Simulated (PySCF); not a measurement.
# C3H9NSi: the cost of one run

Computed with PySCF 2.14.0, with density-fitted response routines of our own, on a single molecule in the gas phase. Atoms count from 0, in the outputs and in this text.

## Step 1: The starting structure

14 atoms, charge 0, multiplicity 1; geometry from: GFN2-xTB. The atoms were then displaced at random by about 0.01 Å, so the start is not that level's minimum.

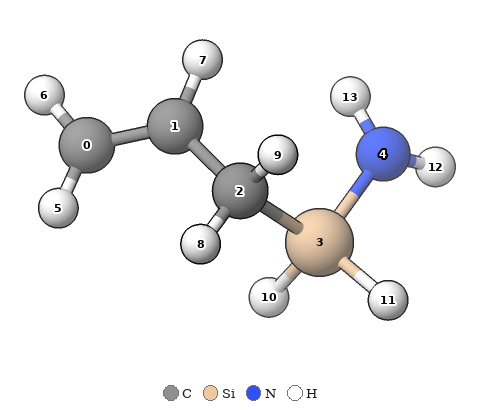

As it starts; carbon grey, silicon light orange, nitrogen blue, hydrogen white, atoms numbered.

## Step 2: Relaxing the molecule at PBE0-D3(BJ)/def2-SVP

The job: settings as JSON, then the geometry in Å.

```
{"job": {"xc": "PBE0", "basis": "def2-SVP", "d3": "d3bj", "grid": 1, "shake": 0.01, "kind": "geom"}, "charge": 0, "multiplicity": 1}
C      2.191120    -0.059880     0.894820
C      1.184730     0.540330     0.217260
C      0.445030    -0.066480    -0.932190
Si    -1.221860    -0.709700    -0.409290
N     -2.140880     0.655030     0.133230
H      2.532110    -1.007880     0.620540
H      2.663770     0.440940     1.726660
H      0.865940     1.536390     0.507800
H      1.042900    -0.884830    -1.314730
H      0.333030     0.674050    -1.702440
H     -1.079070    -1.793270     0.588140
H     -1.988700    -1.209320    -1.560330
H     -3.129370     0.553140     0.403790
H     -1.705920     1.316400     0.774160
```

Started as:

```sh
> OMP_NUM_THREADS=1 python probes_run.py task.json out
```

This one command runs all jobs of the session in turn.

Q: Estimate the wall time and peak memory of this first job on 1 thread of AMD EPYC 9R45, shared host.

About 31 s, with a peak of 0.53 GiB.
